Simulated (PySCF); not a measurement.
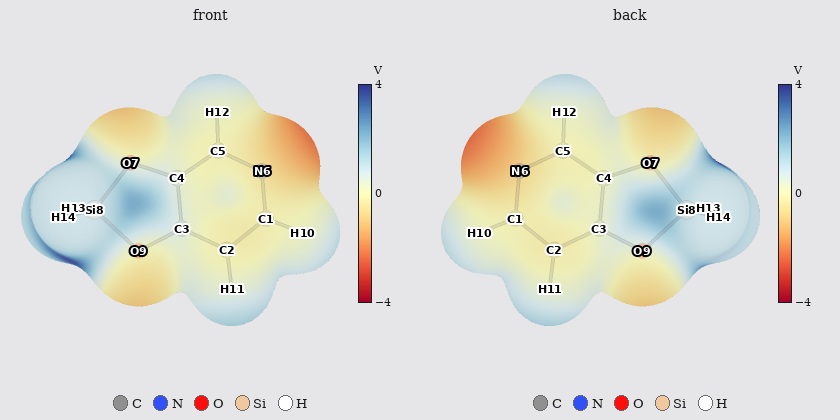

The picture shows: C5H5NO2Si (SMILES c1cc2c(cn1)O[SiH2]O2). The molecular electrostatic potential painted on the density surface at 0.004 e/bohr³, seen from the front and from behind; red is negative and blue positive.

Geometry: GFN2-xTB.

All numbers below come from PBE0/pcSseg-1, SCF density, gas phase, non-relativistic in PySCF 2.14.0.

```xyz
14

C    -2.2382   -0.3293   -0.2808
C    -1.1340   -1.1541   -0.4897
C     0.0950   -0.6024   -0.2064
C     0.1743    0.7152    0.2622
C    -0.9834    1.4412    0.4318
N    -2.1695    0.9100    0.1590
O     1.4525    1.1132    0.4948
Si    2.4951   -0.1244    0.1377
O     1.3070   -1.1911   -0.3242
H    -3.2359   -0.6938   -0.4812
H    -1.2323   -2.1641   -0.8516
H    -0.9761    2.4600    0.7894
H     3.3101    0.2234   -1.0113
H     3.1350   -0.6043    1.3483
```

### Describe the electrostatic potential map.

The most negative region (about −2.2 V) lies over N6, the most positive (about +3.7 V) over Si8. N6 is the likeliest acceptor of a hydrogen bond.

### How polar is the molecule by this calculation?

Its dipole moment is 3.24 D.
